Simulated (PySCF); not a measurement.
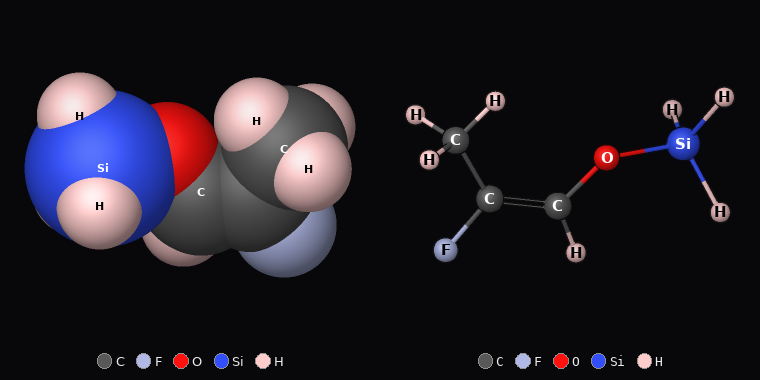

Both panels show the same species.

Computed geometry: PBE0-D3(BJ)/def2-SVP optimisation. No frequency run is at hand to confirm it as a minimum.

What is the molecular formula?

C3H7FOSi, 13 atoms: 3 carbon, 7 hydrogen, 1 fluorine, 1 oxygen and 1 silicon.

Name some functional groups or characteristic bonds that it holds.

Among them: alkene, C–F bond, Si–H bond, Si–O bond.

The parts below concern this one geometry. Atoms keep their numbers from picture to picture.

## Symmetry

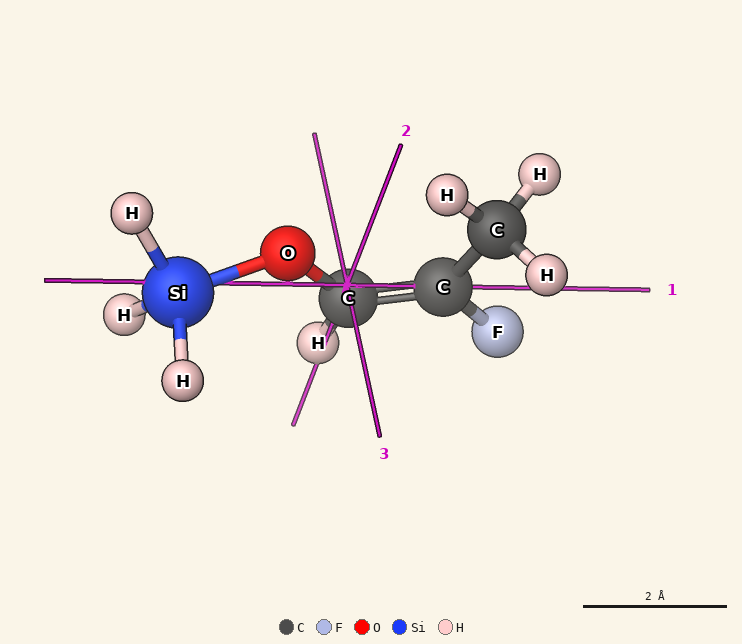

The three principal axes of inertia are drawn and numbered. Depth is shown by fading: the farther an atom, the more it takes the colour of the background. No frequency run is at hand to confirm it as a minimum. Masses are those of the most abundant isotopes; constants are for the rigid equilibrium geometry.

Which line is the a axis (least moment of inertia), which b and which c?

a is line 1, b is line 2, c is line 3; the moments are 65.7, 405, 458 u Å².

Classify the rotor and give the rotational constants (MHz).

An asymmetric top (C1): A = 7688, B = 1246, C = 1105 MHz. Ray's parameter κ is −0.96, close to the prolate limit.

## Excitation

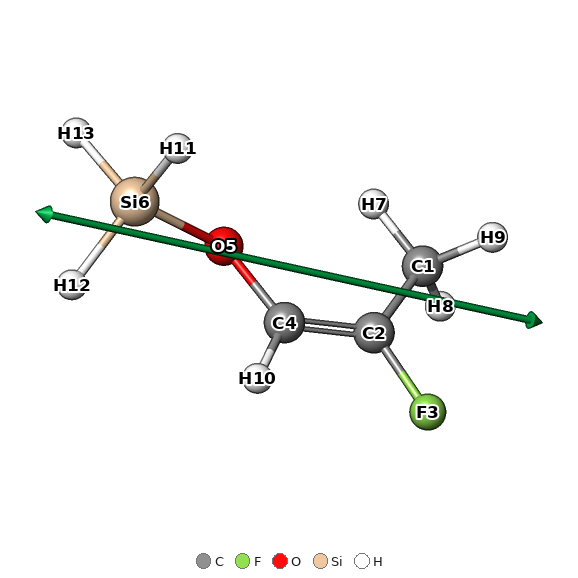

The double arrow shows the direction of the transition dipole to excited singlet state 3 (its length means nothing). No frequency run is at hand to confirm it as a minimum. Properties computed with TDDFT PBE/def2-SVPD, vertical, gas phase, core orbitals frozen in the response (PySCF 2.14.0).

How is the transition polarised?

Nearly parallel to the C2–C4 bond.

Give its energy, strength and character.

5.58 eV (222 nm), oscillator strength 0.098, mainly HOMO → LUMO+1 (weight 0.50); transition dipole 2.15 D.

## Core levels

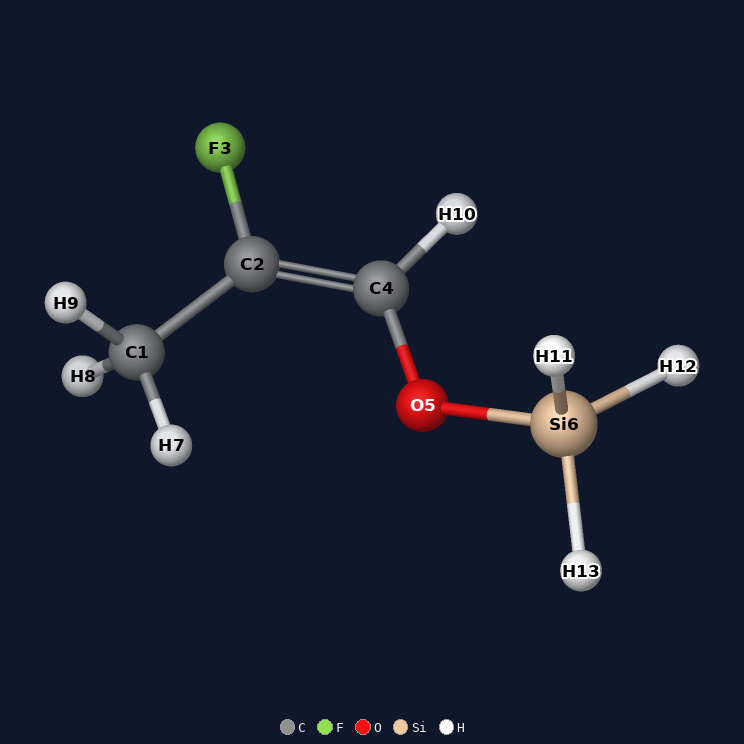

No frequency run is at hand to confirm it as a minimum. Level of theory: delta-SCF UKS SCAN, pcX-2 on the ionised atom, pcseg-1 elsewhere, non-relativistic (PySCF 2.14.0).

Give the core-electron binding energies (to vacuum; p and d levels without spin–orbit splitting) of C1 1s, C2 1s, F3 1s, C4 1s, O5 1s, Si6 1s, Si6 2p.

| atom | level | binding energy (eV) |
| --- | --- | --- |
| C1 | 1s | 291.0 |
| C2 | 1s | 292.2 |
| F3 | 1s | 692.1 |
| C4 | 1s | 291.7 |
| O5 | 1s | 538.2 |
| Si6 | 1s | 1843.3 |
| Si6 | 2p | 108.0 |

## Polarisability

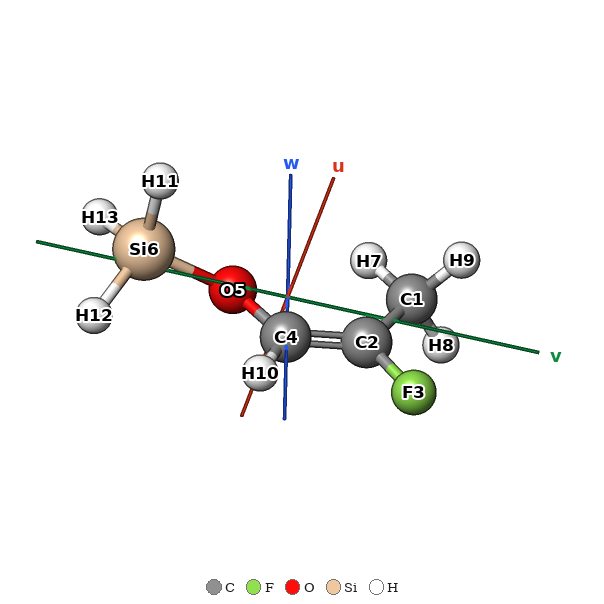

The lines u, v and w are the principal axes of the static dipole polarisability. No frequency run is at hand to confirm it as a minimum. Method: LDA/def2-SVPD (PySCF 2.14.0).

Along which axis is the molecule most polarisable, and along which least?

Most along v (nearly parallel to the C2–C4 bond), least along u.

Give the three principal values.

u 59.0, v 98.7, w 68.9 bohr³; mean 75.5, anisotropy 35.8 bohr³.
